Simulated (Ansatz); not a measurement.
# Fields on a plane of VO2 (rutile)

```xyz
6
Lattice="4.5841 0.0000 0.0000 0.0000 4.5841 0.0000 0.0000 0.0000 2.8389" Properties=species:S:1:pos:R:3 pbc="T T T"
V      0.0000     0.0000     0.0000
V      2.2921     2.2921     1.4195
O      1.3753     1.3753     0.0000
O      3.6673     0.9168     1.4195
O      0.9168     3.6673     1.4195
O      3.2088     3.2088     0.0000
```

The slice is a (-1 1 0) plane (indices of the conventional cell) through the point (0.000, 0.000, 0.000) (fractional), spanned by u = [001] and v = [110] in vectors of this cell: u (2.84 Å) and v (6.48 Å, at 90° to u). It covers one period; positions are fractions (u, v).

Atoms on it: V at (0.00, 0.00); V at (0.50, 0.50); O at (0.00, 0.30); O at (0.00, 0.70).

Method: PBE (plane waves to 420 eV, PAW, scalar-relativistic; Ansatz, a quantum-chemistry and plane-wave program). k mesh 10×10×16. These are valence fields of a PAW run, semicore shells included where kept as valence: close to a nucleus they are smooth pseudo fields. Relaxed VO2 ends ferromagnetic. The PAW data are Ansatz's earlier set. This is a high-temperature form of VO2. VO2 is run spin-polarised and with no Hubbard U. VO2 was relaxed with its symmetry unable to fall. Other magnetic orders were not checked, so this need not be the ground state.

| v \ u | 0.00 | 0.14 | 0.29 | 0.43 | 0.57 | 0.71 | 0.86 |
|---|---|---|---|---|---|---|---|
| 0.88 | 0.02 | 0.07 | 0.04 | 0.01 | 0.01 | 0.04 | 0.07 |
| 0.75 | -0.02 | -0.03 | -0.01 | 0.00 | 0.00 | -0.01 | -0.03 |
| 0.62 | -0.02 | -0.01 | 0.02 | 0.13 | 0.13 | 0.02 | -0.01 |
| 0.50 | 0.01 | 0.04 | 0.31 | 1.11 | 1.11 | 0.31 | 0.04 |
| 0.38 | -0.02 | -0.01 | 0.02 | 0.13 | 0.13 | 0.02 | -0.01 |
| 0.25 | -0.02 | -0.03 | -0.01 | 0.00 | 0.00 | -0.01 | -0.03 |
| 0.12 | 0.02 | 0.07 | 0.04 | 0.01 | 0.01 | 0.04 | 0.07 |
| 0.00 | 1.38 | 0.65 | 0.11 | 0.02 | 0.02 | 0.11 | 0.65 |

Values: spin density, up minus down in e/Å³. 

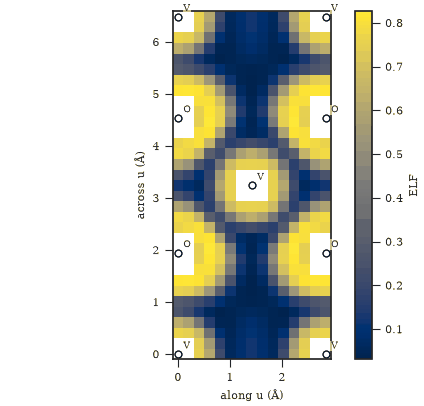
Figure. ELF of the down spins, one period of the plane, atoms marked. Points within 0.4 Å of a nucleus are left white, as the pseudised field means little there.

| Quantity | Value |
|---|---|
| Density on the V–O line (1.92 Å) at its midpoint | 0.75 e/Å³ |
| ELF at that point | 0.2 |
